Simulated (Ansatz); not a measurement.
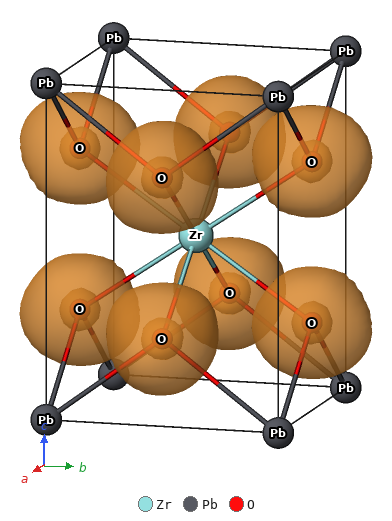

Figure 1: ZrPbO₄. Isosurface of the electron localisation function at 0.65 (orange), seen slightly off an axis. Core shells and regions of very low density are left out. Sticks mark near contacts.

Space group P4/mmm; a structure generated by program, which may or may not match a known phase; computed pressure about −6 GPa in this cell.

Method: Ansatz, DFT r2SCAN, scalar-relativistic, plane waves, PAW.

In a PAW calculation such maps are meaningful between the atoms, not at the nuclei.

Input file:

```
crystal:
  lattice:
    - [3.7145033093, 0.0, 0.0]
    - [0.0, 3.7145033093, 0.0]
    - [0.0, 0.0, 5.2729668209]
  atoms:
    - { symbol: Zr, position: [0.5, 0.5, 0.5] }
    - { symbol: Pb, position: [0.0, 0.0, 0.0] }
    - { symbol: O, position: [0.5, 0.0, 0.7392659993] }
    - { symbol: O, position: [0.0, 0.5, 0.2607340007] }
    - { symbol: O, position: [0.5, 0.0, 0.2607340007] }
    - { symbol: O, position: [0.0, 0.5, 0.7392659993] }
basis:
  ecutwfc: 500
kpoints:
  mp_grid: { grid: [10, 10, 8] }
  band_path:
    path:
      - [[0.0, 0.0, 0.0], [0.0, 0.5, 0.0], [0.5, 0.5, 0.0], [0.0, 0.0, 0.0], [0.0, 0.0, 0.5], [0.0, 0.5, 0.5], [0.5, 0.5, 0.5], [0.0, 0.0, 0.5]]
      - [[0.0, 0.5, 0.0], [0.0, 0.5, 0.5]]
      - [[0.5, 0.5, 0.0], [0.5, 0.5, 0.5]]
    npoints: 14
hamiltonian:
  xc: r2scan
scf:
  occupations: { method: gaussian, width: 0.1 }
  n_extra_bands: 15
output:
  forces: true
  stress: true
  eigenvalues: true
  populations: true
  dos: { projected: true, de: 0.02, nscf_kmesh: { grid: [12, 12, 10] } }
  bader: true
  write_density: true
  write_potential: true
  elf: true
  volumetric_format: npy
```

Command:

```sh
ansatz run input.yaml --threads 1 --pin off --max-ram 2560MiB --backend cpu --events-out ev --progress --plain --runs-dir out
```

Below, planes, directions and counts refer to the conventional cell (a = 3.71 Å, b = 3.71 Å, c = 5.27 Å, α = 90.00°, β = 90.00°, γ = 90.00°).

Question: Describe the localisation domains.

Answer: At this value the surface marks out four regions wrapped around O (the valence shell of each), counted in one cell of 6 atoms. Any copies at cell faces, edges or corners count once. Profiles from the grid: Zr–O (2.25 Å): the ELF peaks at about 0.85 in the valence shell of O, 0.6 Å from its nucleus, and drops to about 0.15 between the two atoms (no localised pair shows between them). Pb–O (2.31 Å): the ELF peaks at about 0.80 in the valence shell of O, 0.6 Å from its nucleus, and drops to about 0.20 between the two atoms.

Question: How much charge does the calculation move between the atoms?

Answer: Electrons move from Zr and Pb towards O. Bader charges: Zr +2.73, Pb +2.17 and O −1.23 e.
